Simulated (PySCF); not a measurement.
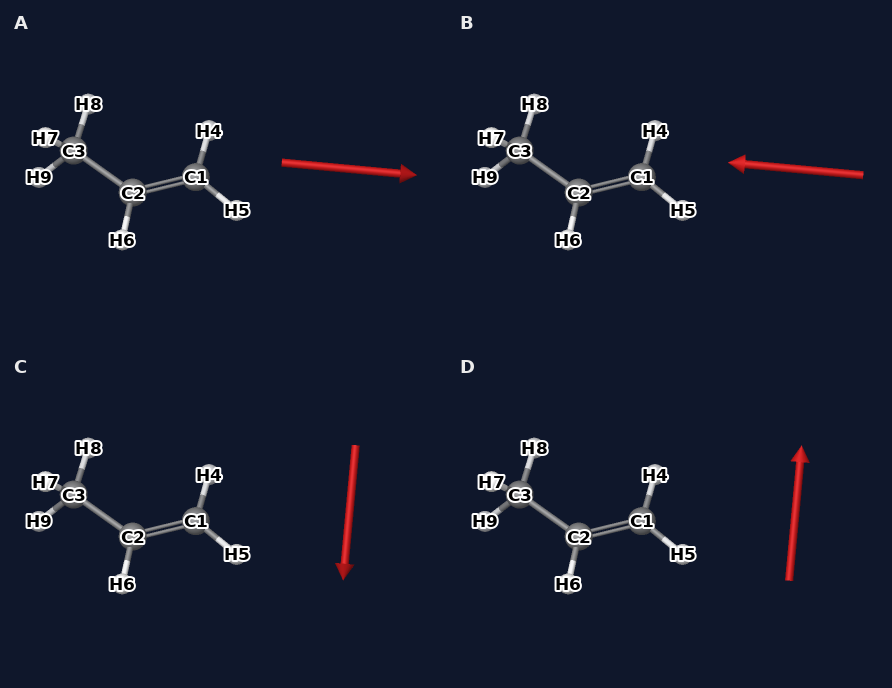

The same molecule four times, each with an arrow. The computed structure is the end point of a PBE0-D3(BJ)/def2-SVP optimisation. No frequency run is at hand to confirm it as a minimum. Level of theory: PBE/pcSseg-2, gas phase (PySCF 2.14.0).

### Which arrow points along the dipole moment, from the negative to the positive end?

B. The dipole moment is 0.45 D; it points from the side of H5 to the side of H7, H9 (the outermost atoms at the two ends).
